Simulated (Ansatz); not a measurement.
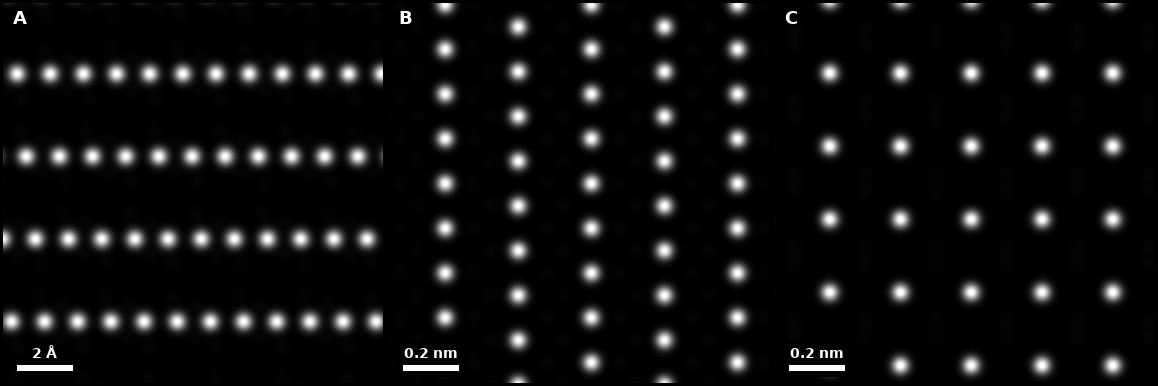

Three views of HfO$_{2}$ (P4_2/nmc, No. 137) along different zone axes. Simulated incoherent Z contrast: every atom adds Z^1.8 spread by a probe of 0.50 Å full width; channelling and multiple scattering are left out. Model: the geometry relaxed with Ansatz, DFT, PAW plane waves, pbe; the starting structure was generated, so it need not be a known form of this composition.

```
CELL_PARAMETERS angstrom
3.60454 0.00000 0.00000
0.00000 3.60454 0.00000
0.00000 0.00000 5.26482
ATOMIC_POSITIONS crystal
O 0.00000 0.50000 0.19320
O 0.00000 0.50000 0.69320
O 0.50000 0.00000 0.30680
O 0.50000 0.00000 0.80680
Hf 0.00000 0.00000 0.00000
Hf 0.50000 0.50000 0.50000
```

### Match the panels to the zone axes [110], [210] and [211].

A is [211]: projected cell 2.39 × 3.10 Å, 106°, plane group p2. B is [210]: projected cell 1.61 × 5.26 Å, 90°, plane group p2mg. C is [110]: projected cell 2.55 × 2.63 Å, 90°, plane group p2mm.
